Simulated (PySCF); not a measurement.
C5H11PSi

```json
{"atom": "C", "x (Å)": "-0.5423", "y (Å)": "-1.7144", "z (Å)": "1.6448"}
{"atom": "C", "x (Å)": "0.1143", "y (Å)": "-1.3955", "z (Å)": "0.5422"}
{"atom": "C", "x (Å)": "0.4506", "y (Å)": "-0.0024", "z (Å)": "0.1376"}
{"atom": "C", "x (Å)": "1.7653", "y (Å)": "0.1033", "z (Å)": "-0.5459"}
{"atom": "C", "x (Å)": "2.6559", "y (Å)": "1.0525", "z (Å)": "-0.3191"}
{"atom": "Si", "x (Å)": "-0.9291", "y (Å)": "0.5896", "z (Å)": "-1.0750"}
{"atom": "P", "x (Å)": "-2.8708", "y (Å)": "0.2558", "z (Å)": "-0.0142"}
{"atom": "H", "x (Å)": "-0.7884", "y (Å)": "-2.7335", "z (Å)": "1.8879"}
{"atom": "H", "x (Å)": "-0.8519", "y (Å)": "-0.9659", "z (Å)": "2.3570"}
{"atom": "H", "x (Å)": "0.4180", "y (Å)": "-2.1670", "z (Å)": "-0.1539"}
{"atom": "H", "x (Å)": "0.4336", "y (Å)": "0.6520", "z (Å)": "1.0139"}
{"atom": "H", "x (Å)": "1.9618", "y (Å)": "-0.6590", "z (Å)": "-1.2886"}
{"atom": "H", "x (Å)": "3.5896", "y (Å)": "1.0996", "z (Å)": "-0.8524"}
{"atom": "H", "x (Å)": "2.4869", "y (Å)": "1.8230", "z (Å)": "0.4153"}
{"atom": "H", "x (Å)": "-0.9401", "y (Å)": "-0.2474", "z (Å)": "-2.2797"}
{"atom": "H", "x (Å)": "-0.6429", "y (Å)": "1.9746", "z (Å)": "-1.4749"}
{"atom": "H", "x (Å)": "-2.7128", "y (Å)": "1.3031", "z (Å)": "0.8790"}
{"atom": "H", "x (Å)": "-3.6063", "y (Å)": "1.0378", "z (Å)": "-0.8856"}
```

Geometry: GFN2-xTB.

Computed with CAM-B3LYP/def2-SVPD, SCF density, gas phase (PySCF 2.14.0).

### What can the converged electron density and electron localisation function tell about the bonding?

C–C (1.32 Å): ρ at the midpoint is about 2.4 e/Å³; the ELF peaks at about 0.95 between the atoms: a short, multiple covalent bond.
C–H (1.08 Å): ρ is about 2 e/Å³ halfway; the ELF climbs to about 1 towards the hydrogen, as it does in any bond to H; a covalent bond by its length.
C–C (1.49 Å): ρ is about 1.8 e/Å³ halfway; the ELF peaks at about 0.95 between the atoms, as expected for localised, covalent bonding.

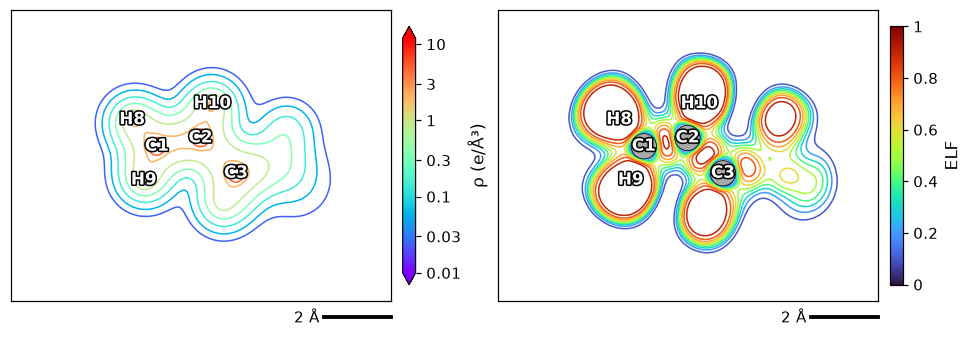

Computed electron density and electron localisation function on the plane of atoms C2, C1 and H8, in this order. Grey discs cover the atomic cores in the ELF map. 
